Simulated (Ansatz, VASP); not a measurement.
# In2O3: VASP beside Ansatz

One calculation is typed for both programs; each brings its own data sets. How far apart do they land? Valence electrons are named where the data sets of a main pair hold unlike numbers.

Method: plane waves, with VASP 6.6.1 beside it; band structure at LDA, in Ansatz 0.2.0.

## Step 1: Starting point

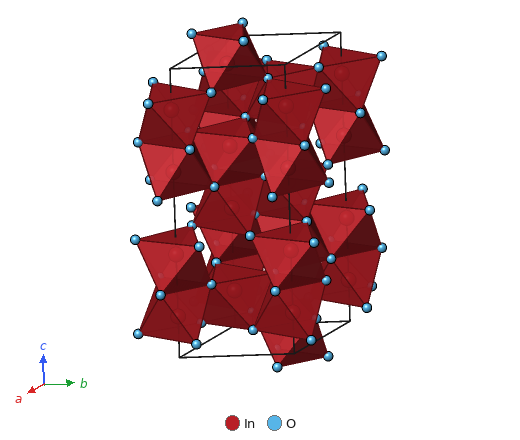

Start, viewed slightly off an axis; indium red, oxygen blue. This picture shows the conventional cell, with its axes. Some periodic images of atoms are drawn too.

As a file:

```
In O
1.0
     2.74350    1.58396    4.83667
    -2.74350    1.58396    4.83667
     0.00000   -3.16792    4.83667
In O
4 6
Cartesian
  0.0000 0.0000 5.1846
  0.0000 0.0000 2.0704
  0.0000 0.0000 9.3254
  0.0000 0.0000 12.4396
  -1.1084 1.5840 8.4642
  -0.8176 -1.7519 8.4642
  1.9259 0.1679 8.4642
  1.1084 -1.5840 6.0458
  0.8176 1.7519 6.0458
  -1.9259 -0.1679 6.0458
```

## Step 2: VASP: band structure, LDA

Levels along a path test the potential and the projectors away from the mesh points.

Lines of VASP's logs that name or quote its potential files are left out, and so is its time.

INCAR reads:

```
SYSTEM = In2O3
PREC = Accurate
ENCUT = 440
EDIFF = 1E-08
NELM = 100
ISMEAR = 0
SIGMA = 0.01
LREAL = .FALSE.
ALGO = Normal
GGA = CA
NBANDS = 54
LORBIT = 11
LWAVE = .TRUE.
LCHARG = .FALSE.
KPAR = 8
```

POSCAR reads:

```
In2O3
1.0
    2.7435000000      1.5839604635      4.8366666667
   -2.7435000000      1.5839604635      4.8366666667
    0.0000000000     -3.1679209270      4.8366666667
In O
4 6
Direct
    0.3573100000      0.3573100000      0.3573100000
    0.1426900000      0.1426900000      0.1426900000
    0.6426900000      0.6426900000      0.6426900000
    0.8573100000      0.8573100000      0.8573100000
    0.5480000000      0.9520000000      0.2500000000
    0.2500000000      0.5480000000      0.9520000000
    0.9520000000      0.2500000000      0.5480000000
    0.4520000000      0.0480000000      0.7500000000
    0.7500000000      0.4520000000      0.0480000000
    0.0480000000      0.7500000000      0.4520000000
```

KPOINTS reads:

```
Automatic mesh
0
Gamma
4 4 4
0 0 0
```

KPOINTS_OPT reads:

```
Line mode
8
Line-mode
Reciprocal
  0.00000000   0.00000000   0.00000000 GAMMA
  0.50000000   0.00000000   0.00000000 L

  0.50000000   0.00000000   0.00000000 L
  0.50000000   0.23816651  -0.23816651 B1

  0.76183349   0.50000000   0.23816651 B
  0.50000000   0.50000000   0.50000000 Z

  0.50000000   0.50000000   0.50000000 Z
  0.00000000   0.00000000   0.00000000 GAMMA

  0.00000000   0.00000000   0.00000000 GAMMA
  0.36908326   0.00000000  -0.36908326 X

  0.63091674   0.36908326   0.00000000 Q
  0.50000000   0.50000000   0.00000000 F

  0.50000000   0.50000000   0.00000000 F
  0.63091674   0.63091674   0.23816651 P1

  0.63091674   0.63091674   0.23816651 P1
  0.50000000   0.50000000   0.50000000 Z

  0.50000000   0.00000000   0.00000000 L
  0.76183349   0.36908326   0.36908326 P
```

PAW data sets: In_d_GW and O_GW (LDA family, release 64).

Launch:

```console
> mpirun -np 8 vasp_std
```

Numbers of over 12 decimals in the logs are rounded to 6 here.

The program printed:

```text
[banner, memory and clock lines left out]
running    8 mpi-ranks, on    1 nodes
 distrk:  each k-point on    1 cores,    8 groups
 distr:  one band on    1 cores,    1 groups

 POSCAR found type information on POSCAR InO
 POSCAR found :  2 types and      10 ions
|                                                                             |
|           W    W    AA    RRRRR   N    N  II  N    N   GGGG   !!!           |
|           W    W   A  A   R    R  NN   N  II  NN   N  G    G  !!!           |
|           W    W  A    A  R    R  N N  N  II  N N  N  G       !!!           |
|           W WW W  AAAAAA  RRRRR   N  N N  II  N  N N  G  GGG   !            |
|           WW  WW  A    A  R   R   N   NN  II  N   NN  G    G                |
|           W    W  A    A  R    R  N    N  II  N    N   GGGG   !!!           |
|                                                                             |
|     For optimal performance we recommend to set                             |
|       NCORE = 2 up to number-of-cores-per-socket                            |
|     NCORE specifies how many cores store one orbital (NPAR=cpu/NCORE).      |
|     This setting can greatly improve the performance of VASP for DFT.       |
|     The default, NCORE=1 might be grossly inefficient on modern             |
|     multi-core architectures or massively parallel machines. Do your        |
|     Unfortunately you need to use the default for GW and RPA                |
|     calculations (for HF NCORE is supported but not extensively tested      |
|     yet).                                                                   |
|                                                                             |

 LDA part: xc-table for (Slater(with rela. corr.)+CA(PZ))
 , standard interpolation
 POSCAR, INCAR and KPOINTS ok, starting setup
 FFT: planning ... GRIDC
 FFT: planning ... GRID_SOFT
 FFT: planning ... GRID
 WAVECAR not read
 entering main loop
       N       E                     dE             d eps       ncg     rms          rms(c)
DAV:   1     0.161739827769E+04    0.16174E+04   -0.25464E+04  2316   0.773E+03
DAV:   2     0.607508903834E+03   -0.10099E+04   -0.95127E+03  2676   0.191E+03
DAV:   3     0.102641353212E+03   -0.50487E+03   -0.48213E+03  2768   0.895E+02
DAV:   4    -0.283058569495E+02   -0.13095E+03   -0.12712E+03  2516   0.602E+02
DAV:   5    -0.688197136564E+02   -0.40514E+02   -0.40088E+02  2808   0.350E+02    0.318E+01
DAV:   6    -0.629817367083E+02    0.58380E+01   -0.50439E+01  2792   0.231E+02    0.116E+01
DAV:   7    -0.638169260994E+02   -0.83519E+00   -0.12839E+01  2808   0.481E+01    0.137E+01
DAV:   8    -0.640162606009E+02   -0.19933E+00   -0.16144E+00  2808   0.171E+01    0.167E+01
DAV:   9    -0.640179883568E+02   -0.17278E-02   -0.37823E-01  2504   0.138E+01    0.109E+01
DAV:  10    -0.639234731727E+02    0.94515E-01   -0.99951E-02  2800   0.111E+01    0.749E+00
DAV:  11    -0.638987928493E+02    0.24680E-01   -0.39298E-02  2808   0.235E+00    0.609E+00
DAV:  12    -0.638848399668E+02    0.13953E-01   -0.90722E-03  2664   0.145E+00    0.433E+00
DAV:  13    -0.638529004951E+02    0.31939E-01   -0.65482E-02  2808   0.603E+00    0.185E+00
DAV:  14    -0.638524227980E+02    0.47770E-03   -0.97774E-03  2544   0.913E-01    0.113E+00
DAV:  15    -0.638502901523E+02    0.21326E-02   -0.63281E-03  2712   0.128E+00    0.443E-01
DAV:  16    -0.638501448232E+02    0.14533E-03   -0.15030E-03  2752   0.466E-01    0.781E-02
DAV:  17    -0.638501609566E+02   -0.16133E-04   -0.19870E-04  2776   0.185E-01    0.382E-02
DAV:  18    -0.638501636791E+02   -0.27225E-05   -0.44562E-05  2808   0.872E-02    0.240E-02
DAV:  19    -0.638501644682E+02   -0.78913E-06   -0.91962E-06  2776   0.325E-02    0.377E-03
DAV:  20    -0.638501646472E+02   -0.17902E-06   -0.18386E-06  2288   0.161E-02    0.346E-03
DAV:  21    -0.638501646613E+02   -0.14099E-07   -0.35662E-07  1672   0.960E-03    0.110E-03
DAV:  22    -0.638501646645E+02   -0.31359E-08   -0.97702E-08  1776   0.475E-03
   1 F= -.63850165E+02 E0= -.63850165E+02  d E =-.645157E-48
 Start KPOINTS_OPT (optional k-point list driver)
k-point batch [1-13\72]
       N       E                     dE             ncg
DAV:   1     0.158476680505E+05   -0.10048E+04     2268
DAV:   2     0.298252227414E+04   -0.12865E+05     2690
DAV:   3    -0.329277975146E+04   -0.62753E+04     2682
DAV:   4    -0.498742227605E+04   -0.16946E+04     2472
DAV:   5    -0.554786930010E+04   -0.56045E+03     2800
DAV:   6    -0.561074939238E+04   -0.62880E+02     2784
DAV:   7    -0.562024455714E+04   -0.94952E+01     2808
DAV:   8    -0.562208053976E+04   -0.18360E+01     2808
DAV:   9    -0.562250816784E+04   -0.42763E+00     2808
DAV:  10    -0.562261993319E+04   -0.11177E+00     2808
DAV:  11    -0.562265030359E+04   -0.30370E-01     2808
DAV:  12    -0.562265887670E+04   -0.85731E-02     2808
DAV:  13    -0.562266128177E+04   -0.24051E-02     2808
DAV:  14    -0.562266196348E+04   -0.68171E-03     2808
DAV:  15    -0.562266215519E+04   -0.19171E-03     2808
DAV:  16    -0.562266220899E+04   -0.53795E-04     2064
DAV:  17    -0.562266222391E+04   -0.14927E-04     1840
DAV:  18    -0.562266222801E+04   -0.40992E-05     1592
DAV:  19    -0.562266222914E+04   -0.11217E-05     1560
DAV:  20    -0.562266222944E+04   -0.30509E-06     1552
DAV:  21    -0.562266222952E+04   -0.80307E-07     1488
DAV:  22    -0.562266222954E+04   -0.20357E-07     1312
DAV:  23    -0.562266222955E+04   -0.95979E-08     1248
[...]
k-point batch [66-72\72]
       N       E                     dE             ncg
DAV:   1     0.192944553889E+05   -0.51440E+04     1236
DAV:   2     0.123075163955E+05   -0.69869E+04     1480
DAV:   3     0.897516827352E+04   -0.33323E+04     1482
DAV:   4     0.814249599962E+04   -0.83267E+03     1348
DAV:   5     0.788152788000E+04   -0.26097E+03     1506
DAV:   6     0.785222941385E+04   -0.29298E+02     1504
DAV:   7     0.784767715973E+04   -0.45523E+01     1512
DAV:   8     0.784679348410E+04   -0.88368E+00     1512
DAV:   9     0.784659409334E+04   -0.19939E+00     1512
DAV:  10     0.784654479000E+04   -0.49303E-01     1512
DAV:  11     0.784653210110E+04   -0.12689E-01     1512
DAV:  12     0.784652877459E+04   -0.33265E-02     1512
DAV:  13     0.784652789516E+04   -0.87943E-03     1512
DAV:  14     0.784652766204E+04   -0.23312E-03     1512
DAV:  15     0.784652760041E+04   -0.61629E-04     1512
DAV:  16     0.784652758400E+04   -0.16406E-04     1144
DAV:  17     0.784652757967E+04   -0.43313E-05      904
DAV:  18     0.784652757852E+04   -0.11554E-05      840
DAV:  19     0.784652757821E+04   -0.30630E-06      840
DAV:  20     0.784652757813E+04   -0.82679E-07      840
DAV:  21     0.784652757811E+04   -0.22133E-07      728
DAV:  22     0.784652757810E+04   -0.48940E-08      672
 writing wavefunctions
```

From OUTCAR (step 2):

```text
ion  position               nearest neighbor table
   1  0.357  0.357  0.357-   9 2.12   8 2.12  10 2.12   7 2.26   6 2.26   5 2.26   2 3.11
   2  0.143  0.143  0.143-  10 2.12   8 2.12   9 2.12   7 2.26   6 2.26   5 2.26   1 3.11
   3  0.643  0.643  0.643-   6 2.12   5 2.12   7 2.12   9 2.26  10 2.26   8 2.26   4 3.11
   4  0.857  0.857  0.857-   7 2.12   5 2.12   6 2.12   9 2.26  10 2.26   8 2.26   3 3.11
   5  0.548  0.952  0.250-   3 2.12   4 2.12   1 2.26   2 2.26
   6  0.250  0.548  0.952-   3 2.12   4 2.12   1 2.26   2 2.26
   7  0.952  0.250  0.548-   4 2.12   3 2.12   1 2.26   2 2.26
   8  0.452  0.048  0.750-   1 2.12   2 2.12   3 2.26   4 2.26
   9  0.750  0.452  0.048-   1 2.12   2 2.12   3 2.26   4 2.26
  10  0.048  0.750  0.452-   2 2.12   1 2.12   3 2.26   4 2.26

  LATTYP: Found a trigonal (rhomboedric) cell.
 ALAT       =     5.7817875648
 COS(alpha) =     0.5496857780

 Subroutine GETGRP returns: Found 12 space group operations
 (whereof  6 operations were pure point group operations)

The static configuration has the point symmetry S_6 .
 The point group associated with its full space group is D_3d.

 Found     13 irreducible k-points:

   k-points           NKPTS =     13   k-points in BZ     NKDIM =     13   number of bands    NBANDS=     54

   dimension x,y,z NGX =    40 NGY =   40 NGZ =   40
   dimension x,y,z NGXF=    80 NGYF=   80 NGZF=   80

   ENCUT  =  440.0 eV  32.34 Ry    5.69 a.u.   9.89  9.89  9.89*2*pi/ulx,y,z

   NELECT =      88.0000    total number of electrons

 k-points in reciprocal lattice and weights: Automatic mesh
   0.00000000  0.00000000  0.00000000       0.016
   0.25000000 -0.00000000 -0.00000000       0.094
   0.50000000 -0.00000000 -0.00000000       0.047
   0.25000000  0.25000000 -0.00000000       0.094
   0.50000000  0.25000000  0.00000000       0.188
  -0.25000000  0.25000000  0.00000000       0.094
   0.50000000  0.50000000 -0.00000000       0.047
   0.25000000  0.25000000  0.25000000       0.031
   0.50000000  0.25000000  0.25000000       0.094
  -0.25000000  0.25000000  0.25000000       0.094
   0.50000000  0.50000000  0.25000000       0.094
  -0.25000000  0.50000000  0.25000000       0.094
   0.50000000  0.50000000  0.50000000       0.016

 average (electrostatic) potential at core
       1 -72.5457       2 -72.5457       3 -72.5457       4 -72.5457       5 -70.7280
       6 -70.7280       7 -70.7280       8 -70.7280       9 -70.7280      10 -70.7280

 E-fermi :   3.6606

 k-point     1 :       0.0000    0.0000    0.0000
  band No.  band energies     occupation
    ...
     40       3.1903      2.00000
     41       3.2858      2.00000
     42       3.2858      2.00000
     43       3.5158      2.00000
     44       3.5158      2.00000
     45       4.7673      0.00000
     46       8.9762      0.00000
     47       9.6659      0.00000
     48      10.7349      0.00000
     49      12.6002      0.00000
    ...

 k-point     2 :       0.2500   -0.0000   -0.0000
  band No.  band energies     occupation
    ...
     40       3.0015      2.00000
     41       3.1489      2.00000
     42       3.1570      2.00000
     43       3.3899      2.00000
     44       3.5589      2.00000
     45       6.3541      0.00000
     46       9.4058      0.00000
     47       9.5079      0.00000
     48      10.1372      0.00000
     49      11.2284      0.00000
    ...

 k-point     3 :       0.5000   -0.0000   -0.0000
  band No.  band energies     occupation
    ...
     40       2.6269      2.00000
     41       2.7856      2.00000
     42       2.7856      2.00000
     43       3.5003      2.00000
     44       3.5003      2.00000
     45       8.4415      0.00000
     46       8.4415      0.00000
     47       9.3071      0.00000
     48       9.3071      0.00000
     49      11.8066      0.00000
    ...

  Total       -4.9444221     -4.9444221     -5.2583753     -0.0000000     -0.0000000      0.0000000
  in kB      -62.8173207    -62.8173207    -66.8059968     -0.0000000     -0.0000000      0.0000000
  external PRESSURE =     -64.1468794 kB  Pullay stress =       0.0000000 kB

  energy-cutoff  :      440.00
  volume of cell :      126.11
      direct lattice vectors                 reciprocal lattice vectors
     2.743500000  1.583960463  4.836666667     0.182248952  0.105221482  0.068917988
    -2.743500000  1.583960463  4.836666667    -0.182248952  0.105221482  0.068917988
     0.000000000 -3.167920927  4.836666667     0.000000000 -0.210442963  0.068917988

 POSITION                                       TOTAL-FORCE (eV/Angst)
 -----------------------------------------------------------------------------------
      0.00000      0.00000      5.18457         0.000000      0.000000     -0.107988
      0.00000      0.00000      2.07043         0.000000      0.000000      0.107988
      0.00000      0.00000      9.32543         0.000000      0.000000      0.107988
      0.00000      0.00000     12.43957         0.000000      0.000000     -0.107988
     -1.10837      1.58396      8.46417        -0.168502      0.000000      0.000000
     -0.81756     -1.75186      8.46417         0.084251     -0.145927      0.000000
      1.92594      0.16790      8.46417         0.084251      0.145927      0.000000
      1.10837     -1.58396      6.04583         0.168502      0.000000      0.000000
      0.81756      1.75186      6.04583        -0.084251      0.145927      0.000000
     -1.92594     -0.16790      6.04583        -0.084251     -0.145927      0.000000
 -----------------------------------------------------------------------------------
    total drift:                               -0.000000     -0.000000      0.000000

  FREE ENERGIE OF THE ION-ELECTRON SYSTEM (eV)
  ---------------------------------------------------
  free  energy   TOTEN  =       -63.8501646645 eV

  energy  without entropy=      -63.8501646645  energy(sigma->0) =      -63.85016466

 total charge
# of ion       s       p       d       f       tot
--------------------------------------------------
    1        0.590   0.591  10.124   0.088  11.393
    2        0.590   0.591  10.124   0.088  11.393
    3        0.590   0.591  10.124   0.088  11.393
    4        0.590   0.591  10.124   0.088  11.393
    5        1.537   3.391   0.000   0.000   4.928
    6        1.537   3.391   0.000   0.000   4.928
    7        1.537   3.391   0.000   0.000   4.928
    8        1.537   3.391   0.000   0.000   4.928
    9        1.537   3.391   0.000   0.000   4.928
   10        1.537   3.391   0.000   0.000   4.928
--------------------------------------------------
tot         11.581  22.710  40.498   0.352  75.142

[... 3 further parts left out ...]
```

The run ends at a pressure of -6.41 GPa, with forces up to 0.17 eV/Å.

(Continued in part 2 of 2.)

[Lines on the potential files, build, host, timing and source positions are cut from VASP's logs without a mark.]

[Logs are printed without paths, hosts, clocks, repeated set-up lines and the standing remarks that a program may print on its own settings, such as how far it seeks lower states.]

[Hosts, paths, dates, database ids (printed as entryN), source tags and the programs' standing remarks are cut or masked in the printed files.]
